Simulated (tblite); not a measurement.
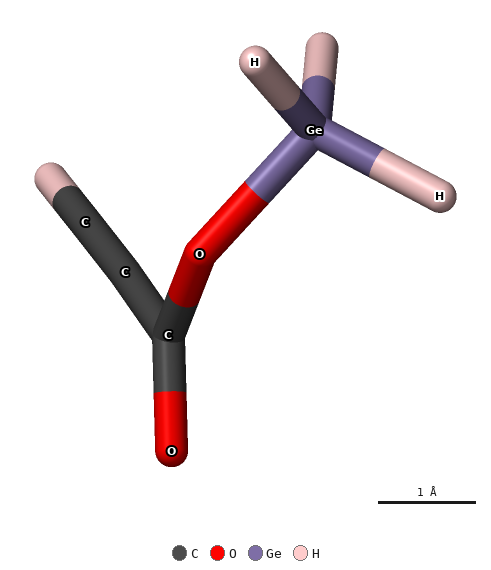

Figure 1. The input geometry (stick view, seen at a tilt). Sticks mark near contacts. Bond lengths as drawn: C–C 1.20 to 1.45 Å, C–H 1.05 Å, C–O 1.20 to 1.34 Å, Ge–H 1.49 to 1.50 Å and Ge–O 1.76 Å.

**Run report: C3H4GeO2, saddle-point search**

C3H4GeO2, SMILES C#CC(=O)[O][GeH3], computed with GFN2-xTB saddle search (eigenvector following) and harmonic vibrations, gas phase (tblite 0.8.0).

Input
```
{"job": {"xc": "GFN2-xTB", "basis": "xTB", "kind": "saddle"}, "charge": 0, "multiplicity": 1}
C      2.501191     0.310039     0.451144
C      1.580017     0.121813    -0.295167
C      0.493979    -0.087440    -1.227295
O      0.653881    -0.536580    -2.326060
O     -0.702728     0.318382    -0.780672
Ge    -1.771333    -0.090111     0.554731
H      3.311476     0.472798     1.100881
H     -2.646510     1.116764     0.572804
H     -0.948055    -0.272651     1.799362
H     -2.471917    -1.353014     0.150271
```

The first line tells a small driver script what to run in tblite; the rest is the geometry in Å.

Command:
```bash
OMP_NUM_THREADS=1 python <driver script> task.json out
```

What the program printed
```
step      E/eV     max force
  0    -502.20735   0.0203
  1    -502.20400   0.1618
  2    -502.20618   0.0475
  3    -502.20706   0.0173
  4    -502.20630   0.0168
  5    -502.20534   0.0283
  6    -502.20457   0.0220
  7    -502.20393   0.0982
  8    -502.20422   0.0085
  9    -502.20401   0.0310
 10    -502.20409   0.0064
 11    -502.20402   0.0045
 12    -502.20402   0.0010
lowest wavenumbers (cm-1): -71.7 78.2 96.6 147.6 210.7 392.2
```

Trajectory as extended XYZ (Å, eV, eV/Å), 12 frames, from step=0 to step=12
```
10
Properties=species:S:1:pos:R:3:forces:R:3 step=0 energy=-502.20735
C     2.5012    0.3100    0.4511   -0.0170  -0.0050  -0.0040
C     1.5800    0.1218   -0.2952    0.0050   0.0030   0.0070
C     0.4940   -0.0874   -1.2273   -0.0030   0.0020  -0.0040
O     0.6539   -0.5366   -2.3261   -0.0010   0.0190  -0.0070
O    -0.7027    0.3184   -0.7807   -0.0010  -0.0200  -0.0030
Ge   -1.7713   -0.0901    0.5547    0.0050  -0.0020   0.0000
H     3.3115    0.4728    1.1009   -0.0080  -0.0060   0.0070
H    -2.6465    1.1168    0.5728    0.0100  -0.0010  -0.0110
H    -0.9481   -0.2727    1.7994    0.0080   0.0090   0.0000
H    -2.4719   -1.3530    0.1503    0.0020   0.0000   0.0150
10
Properties=species:S:1:pos:R:3:forces:R:3 step=1 energy=-502.20400
C     2.5432    0.2939    0.4314   -0.0210  -0.0050  -0.0140
C     1.6110    0.1282   -0.3066   -0.0100  -0.0020  -0.0090
C     0.4919   -0.0684   -1.2023   -0.0190  -0.0170  -0.0770
O     0.5987   -0.5530   -2.2941   -0.0230   0.0700   0.1440
O    -0.6742    0.3934   -0.7210    0.0520  -0.0580  -0.0120
Ge   -1.7910   -0.0897    0.5498    0.0030  -0.0040  -0.0200
H     3.3663    0.4377    1.0698   -0.0140  -0.0030  -0.0050
H    -2.7158    1.0806    0.5202    0.0210  -0.0200  -0.0020
H    -1.0167   -0.2342    1.8336   -0.0100   0.0040  -0.0240
H    -2.4133   -1.3885    0.1192    0.0190   0.0360   0.0180
10
Properties=species:S:1:pos:R:3:forces:R:3 step=2 energy=-502.20618
C     2.5207    0.3066    0.4414   -0.0080  -0.0030   0.0030
C     1.5933    0.1252   -0.2986    0.0030   0.0010   0.0070
C     0.4958   -0.0815   -1.2172    0.0050   0.0060   0.0160
O     0.6393   -0.5332   -2.3167    0.0110  -0.0040  -0.0460
O    -0.6923    0.3303   -0.7557   -0.0170   0.0010  -0.0010
Ge   -1.7824   -0.0923    0.5547    0.0040   0.0010   0.0070
H     3.3371    0.4638    1.0847   -0.0060  -0.0040   0.0070
H    -2.6658    1.1078    0.5490    0.0010   0.0040  -0.0040
H    -0.9831   -0.2640    1.8165    0.0100   0.0070   0.0030
H    -2.4627   -1.3628    0.1419   -0.0040  -0.0110   0.0090
10
Properties=species:S:1:pos:R:3:forces:R:3 step=3 energy=-502.20706
C     2.5078    0.3088    0.4479   -0.0110  -0.0040   0.0000
C     1.5859    0.1228   -0.2979   -0.0010   0.0000   0.0040
C     0.4951   -0.0853   -1.2247   -0.0020   0.0010  -0.0060
O     0.6478   -0.5337   -2.3248    0.0030   0.0160  -0.0060
O    -0.6983    0.3215   -0.7706   -0.0020  -0.0160  -0.0060
Ge   -1.7751   -0.0913    0.5556    0.0040   0.0000   0.0010
H     3.3195    0.4696    1.0963   -0.0070  -0.0050   0.0060
H    -2.6521    1.1141    0.5622    0.0060  -0.0010  -0.0060
H    -0.9615   -0.2694    1.8074    0.0080   0.0090  -0.0010
H    -2.4690   -1.3572    0.1487    0.0020  -0.0010   0.0140
10
Properties=species:S:1:pos:R:3:forces:R:3 step=4 energy=-502.20630
C     2.5181    0.3053    0.4429   -0.0080  -0.0030   0.0010
C     1.5939    0.1243   -0.3012   -0.0040  -0.0010   0.0010
C     0.4953   -0.0809   -1.2192   -0.0010   0.0000  -0.0090
O     0.6356   -0.5346   -2.3188    0.0040   0.0160   0.0030
O    -0.6913    0.3356   -0.7555    0.0000  -0.0130  -0.0060
Ge   -1.7803   -0.0918    0.5551    0.0030   0.0000   0.0000
H     3.3327    0.4619    1.0888   -0.0070  -0.0040   0.0040
H    -2.6667    1.1066    0.5479    0.0040  -0.0020  -0.0020
H    -0.9798   -0.2609    1.8171    0.0060   0.0080  -0.0030
H    -2.4576   -1.3654    0.1429    0.0030   0.0010   0.0120
10
Properties=species:S:1:pos:R:3:forces:R:3 step=5 energy=-502.20534
C     2.5311    0.2998    0.4367   -0.0080  -0.0030  -0.0010
C     1.6030    0.1264   -0.3044   -0.0040  -0.0010   0.0000
C     0.4944   -0.0746   -1.2111   -0.0030  -0.0020  -0.0170
O     0.6184   -0.5396   -2.3081    0.0000   0.0190   0.0210
O    -0.6825    0.3593   -0.7370    0.0060  -0.0160  -0.0070
Ge   -1.7864   -0.0915    0.5532    0.0020  -0.0010  -0.0030
H     3.3498    0.4501    1.0789   -0.0070  -0.0030   0.0020
H    -2.6890    1.0945    0.5318    0.0050  -0.0040  -0.0010
H    -1.0010   -0.2479    1.8267    0.0030   0.0060  -0.0050
H    -2.4380   -1.3765    0.1334    0.0050   0.0060   0.0110
10
Properties=species:S:1:pos:R:3:forces:R:3 step=6 energy=-502.20457
C     2.5448    0.2951    0.4298   -0.0060  -0.0020  -0.0010
C     1.6126    0.1293   -0.3079   -0.0030  -0.0010   0.0000
C     0.4936   -0.0686   -1.2020   -0.0020  -0.0020  -0.0130
O     0.6005   -0.5452   -2.2957    0.0000   0.0140   0.0170
O    -0.6730    0.3815   -0.7170    0.0050  -0.0110  -0.0050
Ge   -1.7928   -0.0913    0.5508    0.0020  -0.0010  -0.0020
H     3.3677    0.4393    1.0679   -0.0050  -0.0020   0.0010
H    -2.7100    1.0828    0.5157    0.0040  -0.0030   0.0000
H    -1.0241   -0.2369    1.8359    0.0020   0.0030  -0.0040
H    -2.4193   -1.3859    0.1227    0.0030   0.0050   0.0070
10
Properties=species:S:1:pos:R:3:forces:R:3 step=7 energy=-502.20393
C     2.5634    0.2992    0.4200    0.0000   0.0000   0.0000
C     1.6278    0.1349   -0.3136   -0.0150  -0.0040  -0.0160
C     0.4936   -0.0675   -1.1873   -0.0080  -0.0170  -0.0520
O     0.5747   -0.5711   -2.2719   -0.0110   0.0400   0.0890
O    -0.6572    0.4108   -0.6885    0.0260  -0.0240  -0.0070
Ge   -1.8023   -0.0923    0.5454    0.0080  -0.0030  -0.0100
H     3.3911    0.4424    1.0521   -0.0020   0.0000   0.0000
H    -2.7236    1.0779    0.5080   -0.0010   0.0020   0.0000
H    -1.0543   -0.2478    1.8420   -0.0010   0.0000  -0.0060
H    -2.4132   -1.3865    0.0938    0.0040   0.0060   0.0020
10
Properties=species:S:1:pos:R:3:forces:R:3 step=8 energy=-502.20422
C     2.5521    0.2958    0.4259   -0.0020  -0.0010   0.0010
C     1.6187    0.1316   -0.3106   -0.0030  -0.0010  -0.0010
C     0.4935   -0.0675   -1.1963   -0.0010  -0.0010  -0.0060
O     0.5898   -0.5536   -2.2866    0.0010   0.0060   0.0060
O    -0.6666    0.3927   -0.7051    0.0010  -0.0050  -0.0030
Ge   -1.7964   -0.0917    0.5487    0.0010   0.0000   0.0000
H     3.3769    0.4388    1.0617   -0.0020  -0.0010   0.0010
H    -2.7164    1.0798    0.5108    0.0010   0.0000   0.0000
H    -1.0367   -0.2389    1.8389    0.0020   0.0020  -0.0010
H    -2.4149   -1.3871    0.1126    0.0010   0.0010   0.0030
10
Properties=species:S:1:pos:R:3:forces:R:3 step=9 energy=-502.20401
C     2.5612    0.2992    0.4209    0.0000   0.0000   0.0000
C     1.6267    0.1347   -0.3139   -0.0040  -0.0020  -0.0050
C     0.4936   -0.0679   -1.1886   -0.0020  -0.0060  -0.0170
O     0.5761   -0.5691   -2.2734   -0.0030   0.0130   0.0280
O    -0.6580    0.4072   -0.6903    0.0070  -0.0070  -0.0030
Ge   -1.8011   -0.0923    0.5456    0.0020  -0.0010  -0.0020
H     3.3880    0.4426    1.0541   -0.0010   0.0000   0.0000
H    -2.7213    1.0790    0.5089    0.0000   0.0000   0.0000
H    -1.0511   -0.2477    1.8407    0.0000   0.0000  -0.0020
H    -2.4141   -1.3858    0.0959    0.0010   0.0020   0.0010
10
Properties=species:S:1:pos:R:3:forces:R:3 step=10 energy=-502.20409
C     2.5563    0.2971    0.4236   -0.0010   0.0000   0.0010
C     1.6222    0.1329   -0.3120    0.0000   0.0000   0.0010
C     0.4936   -0.0675   -1.1929    0.0010   0.0010   0.0020
O     0.5841   -0.5592   -2.2810    0.0020  -0.0010  -0.0060
O    -0.6629    0.3981   -0.6985   -0.0020   0.0000  -0.0010
Ge   -1.7986   -0.0920    0.5475    0.0000   0.0000   0.0010
H     3.3820    0.4401    1.0582   -0.0010   0.0000   0.0010
H    -2.7188    1.0793    0.5093    0.0010   0.0000   0.0000
H    -1.0434   -0.2421    1.8399    0.0020   0.0010   0.0000
H    -2.4144   -1.3868    0.1059    0.0000   0.0000   0.0020
10
Properties=species:S:1:pos:R:3:forces:R:3 step=12 energy=-502.20402
C     2.5614    0.2994    0.4207    0.0000   0.0000   0.0000
C     1.6270    0.1349   -0.3143    0.0000   0.0000   0.0000
C     0.4936   -0.0678   -1.1883    0.0000   0.0000   0.0000
O     0.5753   -0.5694   -2.2726    0.0000   0.0000   0.0010
O    -0.6575    0.4073   -0.6895    0.0000   0.0000   0.0000
Ge   -1.8012   -0.0924    0.5454    0.0000   0.0000   0.0000
H     3.3882    0.4427    1.0539    0.0000   0.0000   0.0000
H    -2.7213    1.0790    0.5087    0.0000   0.0000   0.0000
H    -1.0515   -0.2480    1.8406    0.0000   0.0000   0.0000
H    -2.4140   -1.3857    0.0954    0.0000   0.0000   0.0000
```

Summary

```json
{"quantity": "outcome", "value": "converged"}
{"quantity": "total energy", "value": "−502.2040 eV"}
{"quantity": "point group", "value": "C1"}
{"quantity": "hardware", "value": "1 CPU thread, shared host"}
{"quantity": "wall time", "value": "2.1 s"}
{"quantity": "peak memory", "value": "0.19 GiB"}
```
